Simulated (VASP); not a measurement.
Band structure of InSe (space group C2/m). Computed with PBEsol GGA, VASP's PBE PAW potentials (set 64) (plane waves; VASP).

Without a dispersion term in the relaxation, distances and binding between the weakly bound layers, chains or molecules are unreliable, and so is what depends on them. Unless said otherwise, spin-orbit coupling is left out, though it shifts the bands of the heavy elements here.

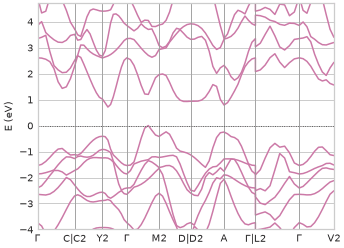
Fig. 1. Bands along high-symmetry lines, zero at the valence-band maximum or, without a gap, the Fermi level

Q: Read the plot: is there a gap, and where are the band edges?

A: The gap is indirect, 0.71 eV, from the valence maximum at Γ-M2 at 0.67 to the conduction minimum at Y2-Γ at 0.22. (Edges off the drawn lines would not show.)

The structure comes from a computed database's InSe entry (C2/m); how it stands against other phases isn't given here. It was relaxed first, which changed the volume by -10 %.
